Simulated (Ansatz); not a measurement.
Reaction (SMILES): P (PH3) → PH3+ (doublet, bonded as P) + e-
B3LYP-D3(BJ)/def2-TZVP geometries, fixed; electronic energies without zero-point terms.

Basis-set convergence of the adiabatic ionisation energy at HF with Ansatz (an electronic-structure program). All functions are spherical. Open shells are unrestricted. No added dispersion term, no relativity. Functions are those of the species that has most. Reference: the value in aug-pcseg-3, 8.544 eV. Deviations are taken from unrounded values.

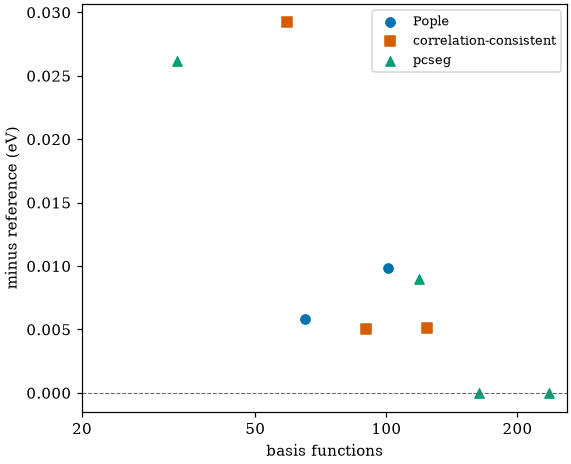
Figure: Deviation from the reference against the number of basis functions, by family of sets.

| basis | functions | adiabatic ionisation energy (eV) | minus reference (eV) |
|---|---|---|---|
| pcseg-1 | 33 | 8.570 | 0.026 |
| aug-cc-pV(D+d)Z | 59 | 8.573 | 0.029 |
| 6-311++G(2d,2p) | 65 | 8.550 | 0.006 |
| jun-cc-pV(T+d)Z | 90 | 8.549 | 0.005 |
| 6-311++G(3df,3pd) | 101 | 8.554 | 0.010 |
| aug-pcseg-2 | 119 | 8.553 | 0.009 |
| aug-cc-pV(T+d)Z | 124 | 8.549 | 0.005 |
| pcseg-3 | 163 | 8.544 | 0.000 |
| aug-pcseg-3 | 236 | 8.544 | 0.000 |
